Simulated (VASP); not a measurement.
Band structure of Cu3Au (L1_2). Level of theory: PBE GGA with D4 dispersion, VASP's PBE PAW potentials (set 64) (plane waves; VASP 6.6.1).

Unless said otherwise, spin-orbit coupling is left out, though it shifts the bands of the heavy elements here.

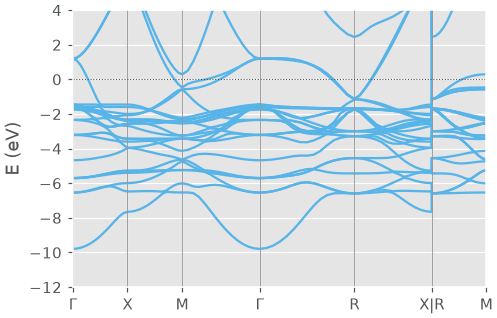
Figure. Bands along high-symmetry lines, zero at the valence-band maximum or, without a gap, the Fermi level

Read the plot: is there a gap, and where are the band edges?

It has no gap at this level: it comes out as a metal or semimetal. (Edges off the drawn lines would not show.)

The compound is Cu3Au in the L1_2 structure. It was relaxed first.
